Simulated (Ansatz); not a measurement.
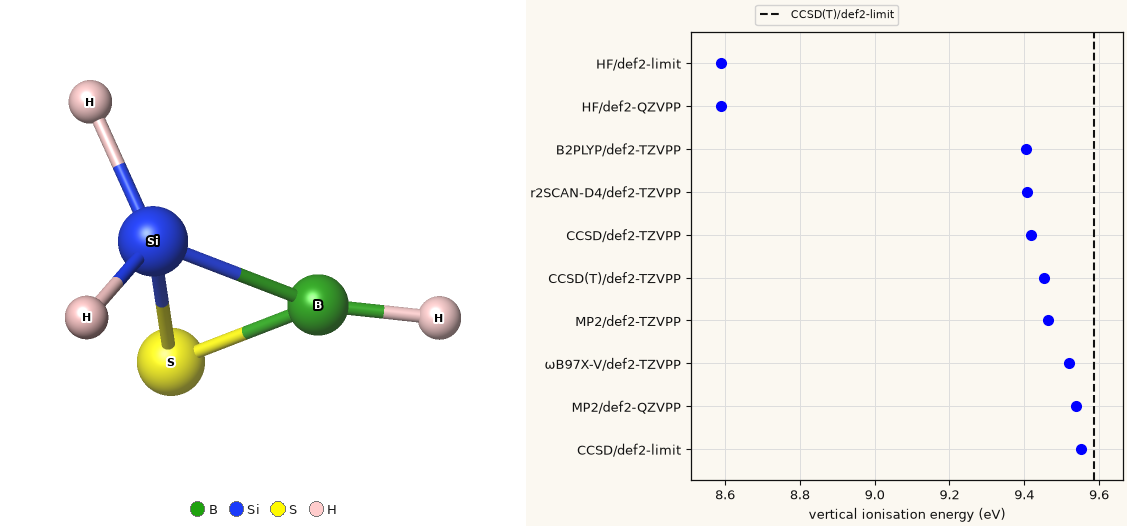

Vertical ionisation energy of BSiH₃S, SMILES B1[SiH2]S1, taken as the energy of the cation less that of the neutral at fixed geometry (unrestricted doublet cation, cores frozen in correlated methods, no spin-orbit coupling), the Ansatz code 0.2.0, at a PBE0-D4/def2-TZVP geometry (a minimum by its frequencies). Limit means an estimate of the basis limit from triple and quadruple zeta; for coupled cluster it is either extrapolated directly or built as the MP2 limit plus the step from MP2 in triple zeta. B2PLYP/def2-TZVPP holds a correlation term that converges slowly with the basis, so part of the distance to the limit is basis error. The distance of CCSD/def2-TZVPP, CCSD(T)/def2-TZVPP, MP2/def2-TZVPP and MP2/def2-QZVPP to the limit includes basis error.

Q: Which level comes closest to the line (CCSD(T)/def2-limit), and which misses most?

A: Closest CCSD/def2-limit (9.55 eV), against 9.59 eV; farthest HF/def2-limit (8.59 eV).

Q: Give the values.

A:
| level | eV | less CCSD(T)/def2-limit |
| --- | --- | --- |
| HF/def2-limit | 8.59 | −1.00 |
| HF/def2-QZVPP | 8.59 | −1.00 |
| B2PLYP/def2-TZVPP | 9.40 | −0.18 |
| r2SCAN-D4/def2-TZVPP | 9.41 | −0.18 |
| CCSD/def2-TZVPP | 9.42 | −0.17 |
| CCSD(T)/def2-TZVPP | 9.45 | −0.13 |
| MP2/def2-TZVPP | 9.46 | −0.12 |
| ωB97X-V/def2-TZVPP | 9.52 | −0.07 |
| MP2/def2-QZVPP | 9.54 | −0.05 |
| CCSD/def2-limit | 9.55 | −0.03 |
| CCSD(T)/def2-limit | 9.59 | 0.00 |
